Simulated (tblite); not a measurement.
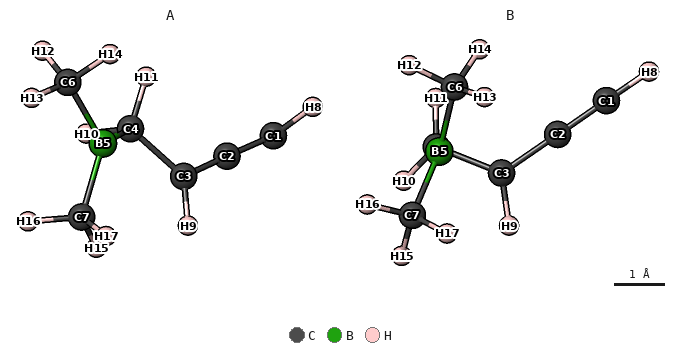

Two geometries of C6H10B (multiplicity 2), drawn at one scale. One is the start of a relaxation, the other its converged end. The picture is a ball-and-stick view, seen from a free direction.

Theory: tblite, GFN2-xTB geometry optimisation, gas phase. 

Question: Which of the two is the end point?

Answer: Structure B is the relaxed one. H13 moves most after the best rigid fit: 2.31 Å. Largest moves by element: H 2.31 Å, C 1.92 Å, B 0.54 Å. Some distances before and after: C3–B5 2.558 → 1.874 Å, C1–C2 1.333 → 1.209 Å, C2–C3 1.283 → 1.387 Å, C1–H8 1.099 → 1.049 Å. Bond angles that change, for instance: C2–C1–H8 114.3° → 179.2°, C3–C4–B5 110.8° → 74.8°, B5–C4–H10 103.8° → 116.9°. Groups turn about C3–C4 by about 55°, B5–C6 by about 55°. The energy falls by 1.724 eV in 200 geometry steps.
